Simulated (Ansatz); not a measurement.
# C6H9BrSi (Si(vinyl)3Br): what the fields show

```yaml
atoms:
  - { symbol: Si, position_ang: [-0.0401, -0.0678, -0.0285] }
  - { symbol: C, position_ang: [-0.2878, 0.0588, 1.8192] }
  - { symbol: C, position_ang: [-0.9799, -0.7944, 2.5881] }
  - { symbol: H, position_ang: [0.1878, 0.9237, 2.3093] }
  - { symbol: H, position_ang: [-1.4770, -1.6750, 2.1640] }
  - { symbol: H, position_ang: [-1.0779, -0.6492, 3.6707] }
  - { symbol: C, position_ang: [1.7829, -0.2058, -0.4143] }
  - { symbol: C, position_ang: [2.3873, -1.2266, -1.0394] }
  - { symbol: H, position_ang: [2.4078, 0.6420, -0.0904] }
  - { symbol: H, position_ang: [1.8239, -2.1006, -1.3876] }
  - { symbol: H, position_ang: [3.4675, -1.2316, -1.2288] }
  - { symbol: C, position_ang: [-0.7509, 1.4427, -0.8678] }
  - { symbol: C, position_ang: [-1.7318, 1.4557, -1.7820] }
  - { symbol: H, position_ang: [-0.3096, 2.4084, -0.5725] }
  - { symbol: H, position_ang: [-2.2133, 0.5303, -2.1200] }
  - { symbol: H, position_ang: [-2.0932, 2.3891, -2.2301] }
  - { symbol: Br, position_ang: [-1.0957, -1.8998, -0.7899] }
```

Geometry: r2SCAN-D4/def2-SVP.

Level of theory: Ansatz, RKS PBE0-D4/def2-TZVP.

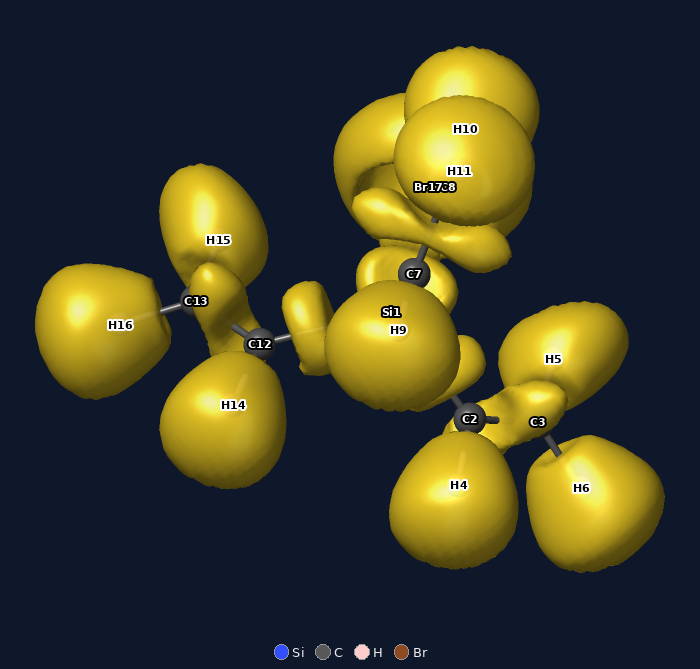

Figure 1. Isosurface of the electron localisation function at 0.8 (yellow), seen at an oblique angle. Core shells and regions of very low density are left out.

Describe the localisation domains.

The surface consists of one region between bonded Br–Si atoms (shared pairs), three regions between bonded C–C atoms (shared pairs), three regions between bonded C–Si atoms (shared pairs), nine regions around hydrogen nuclei and one ring or bowl of non-bonding electrons around Br. Profiles from the grid: C–C (1.34 Å): the ELF peaks at about 0.90 between the atoms (a multiple bond). C–Si (1.87 Å): the ELF peaks at about 1 between the atoms; a covalent bond.

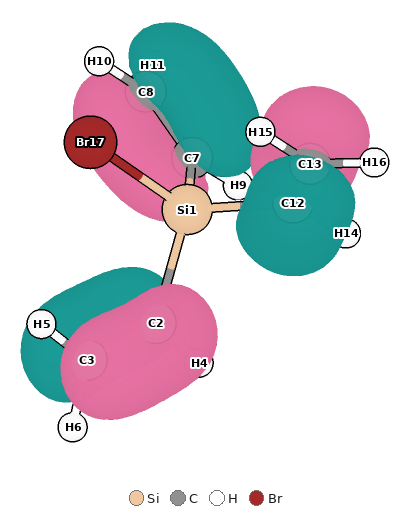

Figure 2. The HOMO at ±0.1 Å⁻³ᐟ² (teal and pink are the two phases), seen at an oblique angle.

What is the character of this orbital?

By Hirshfeld shares it lies mainly on C3 (about 15 %), C8 (about 15 %), C13 (about 15 %), C7 (about 15 %), C12 (about 15 %) and C2 (about 15 %). Its energy is −7.75 eV.
